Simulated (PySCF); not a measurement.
## Electronic structure of H12O4Si4Ti (Ti(OSiH3)4) in real space

```xyz
21

Ti   -0.0260   -0.0323    0.0173
O     0.6810   -0.6368    1.5330
Si    1.2475   -1.1366    3.0117
H     0.9222   -2.5796    3.2147
H     0.6091   -0.3316    4.0952
H     2.7280   -0.9541    3.0702
O     1.1087   -0.3160   -1.3209
Si    2.1890   -0.5623   -2.5574
H     1.8602   -1.8344   -3.2664
H     3.5745   -0.6483   -2.0076
H     2.1156    0.5731   -3.5242
O    -0.3363    1.7116    0.1654
Si   -0.5006    3.3594    0.2783
H    -0.5734    3.7610    1.7145
H    -1.7502    3.7896   -0.4162
H     0.6723    4.0284   -0.3595
O    -1.5568   -0.8727   -0.3146
Si   -2.9665   -1.6490   -0.7233
H    -3.7331   -1.9828    0.5136
H    -2.6544   -2.9082   -1.4625
H    -3.7976   -0.7626   -1.5911
```

Geometry: PBE0-D3(BJ)/def2-SVP.

Computed with wB97X-D/def2-SVPD, SCF density, gas phase (PySCF).

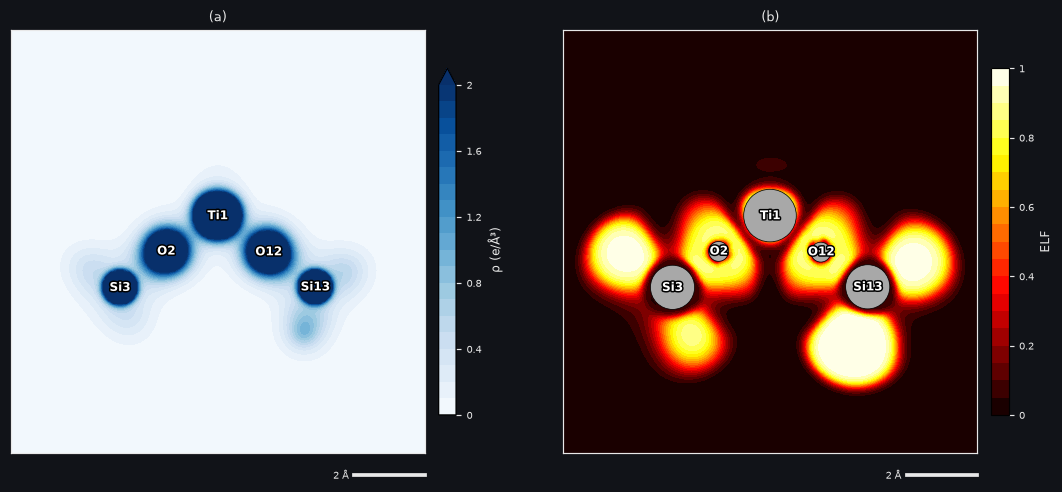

Figure 1. (a) total electron density; (b) electron localisation function on the plane of atoms O2, Ti1 and O12. Grey discs cover the atomic cores in the ELF map.

Q: Read the bonding off the picture.

A: Atoms in the plane: Ti, O and Si. Si–O (1.66 Å): the density is about 1.1 e/Å³ at the midpoint; the ELF peaks at about 0.90 between the atoms, as expected for a polar covalent bond. Ti–O (1.78 Å): ρ at the midpoint is about 1 e/Å³; the ELF peaks at about 0.85 in the valence shell of O, 0.6 Å from its nucleus, and drops to about 0.20 between the two atoms.

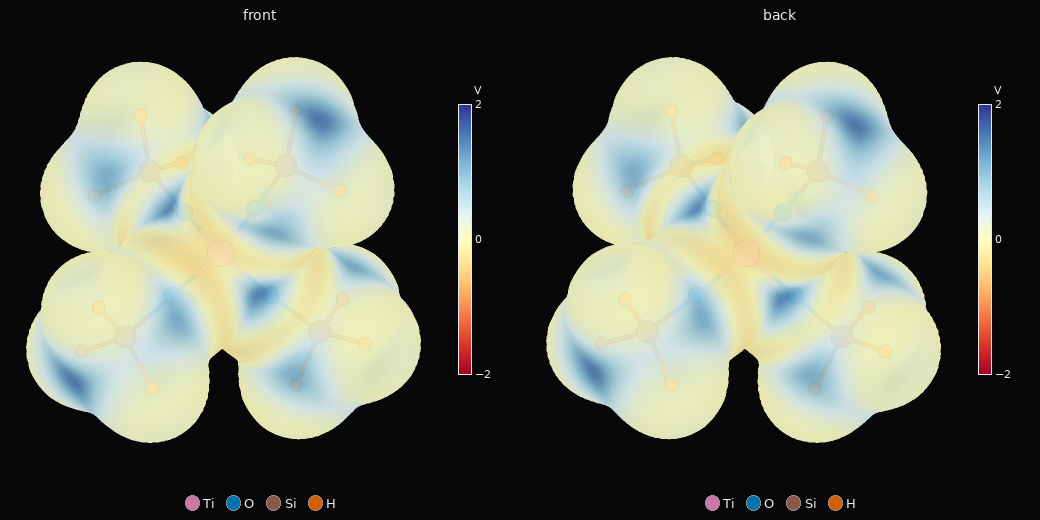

Figure 2. The electrostatic potential painted on the density surface at 0.002 e/bohr³, seen from the front and from behind; the colour scale runs from red (negative) to blue (positive).

Q: Describe the electrostatic potential map.

A: The most negative region (about −0.3 V) lies over O12, the most positive (about +1.5 V) over the Si and Ti atoms.

Q: What dipole moment does the calculation give?

A: Its dipole moment is 0.06 D.
